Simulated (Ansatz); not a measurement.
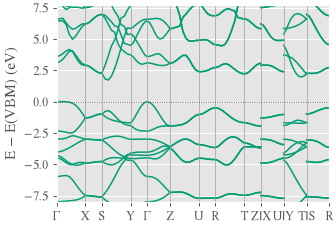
Figure. Band structure from DFT-r²SCAN+D4 in the program Ansatz with PAW potentials

Q: Read off the gap and where the band edges lie.

A: About 1.7 eV (1.71 eV by a search for the band edges); maximum on the Γ–X line, 23 % of the way from Γ, minimum on the S–Y line, 19 % of the way from S.

Q: Which compound is it?
A) BAs, Pnma (B on 4c, As on 4c)
B) LiV2O5, Pmmn (Pearson symbol oP16)
C) SnO, Pmn2_1 (Sn on 2a, O on 2a)
D) VClO, Pmmn (V on 2b, Cl on 2a, O on 2a)

A: C, SnO, Pmn2_1 (Sn on 2a, O on 2a)

The workflow started from a Materials Project entry (that database holds measured and hypothetical structures alike); the Crystallography Open Database copy checked does not list it. It is not the phase usual at ambient conditions (space group No. 129). The r²SCAN+D4 relaxation kept the symmetry of its start; whether a distortion lowers the energy is not shown. Scalar-relativistic: spin–orbit coupling is off unless named, which matters more the heavier the elements.

Potentials: the later of the program's two PAW sets.
